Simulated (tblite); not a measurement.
# Run report: C$_{5}$H$_{9}$FSi, geometry relaxation (part 4 of 4)

The same run, continued: C$_{5}$H$_{9}$FSi, SMILES FCCCC#C[SiH3]; GFN2-xTB geometry optimisation, gas phase (tblite 0.8.0). 

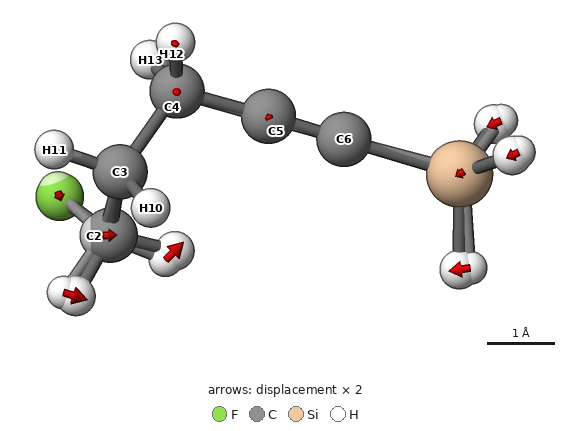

*Start (faint) and end (solid) with the displacements as red arrows, magnified 2 times (ball-and-stick view, seen at a tilt). The two geometries are laid on each other by the best rigid fit.*

The largest moves after the best rigid fit, 0.20 Å, are those of H8 and H9. By element the largest moves are H 0.20 Å, C 0.11 Å, Si 0.08 Å, F 0.08 Å. Among the contacts that change: F1–C2 1.346 → 1.376 Å, C6–Si7 1.873 → 1.844 Å, C4–C5 1.476 → 1.450 Å, Si7–H15 1.489 → 1.466 Å. Among the angles that change: H15–Si7–H16 108.0° → 110.4°, F1–C2–H9 108.8° → 106.4°, C6–Si7–H14 111.0° → 108.6°. The energy falls by 0.095 eV in 72 geometry steps. The largest force component goes from 1.2 to 0.007 eV/Å. (Atoms are counted from 1 in the order of the input.)

This output came from the following input.

### The input
```
{"job": {"kind": "relax", "xc": "GFN2-xTB", "basis": "xTB"}, "charge": 0, "multiplicity": 1}
F     -2.570200     0.187700    -1.507900
C     -2.197100    -0.445400    -0.380800
C     -1.739200     0.578300     0.655400
C     -0.532000     1.386500     0.178800
C      0.691500     0.560600     0.194000
C      1.688400    -0.103500     0.180600
Si     3.255900    -1.128500     0.166900
H     -1.392200    -1.151800    -0.624000
H     -3.048100    -1.016800     0.001200
H     -1.544800     0.085600     1.612300
H     -2.577800     1.282000     0.813600
H     -0.390500     2.225300     0.867200
H     -0.711300     1.798400    -0.800400
H      4.099100    -0.795300    -1.009600
H      4.044900    -0.877900     1.404400
H      2.915900    -2.576100     0.124200
```

The first line tells a small driver script what to run in tblite; the rest is the geometry in Å.

Run as:
```bash
OMP_NUM_THREADS=1 python <driver script> task.json out
```

### Key numbers

```csv
quantity,value
outcome,converged
total energy,−590.3661 eV
hardware,"1 CPU thread, shared host"
wall time,0.66 s
peak memory,0.18 GiB
```
